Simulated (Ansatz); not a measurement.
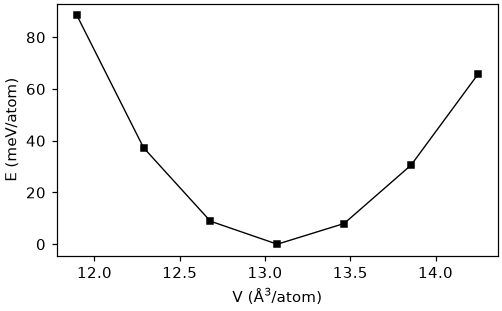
Fig. 1. ZrC (rock salt, Fm-3m) under volume change, r²SCAN in the plane-wave PAW code Ansatz, scaled uniformly.

**Question.** What does a third-order Birch–Murnaghan fit give for V₀, B₀ and B′?

**Answer.** V₀ = 13.07 Å³/atom, B₀ = 230 GPa, B′ = 4.0.

The cell was relaxed with r²SCAN under the symmetry of its start; of distortions, only those at the zone centre were tested. The run is not spin-polarised.

Potentials: the later of the program's two PAW sets.
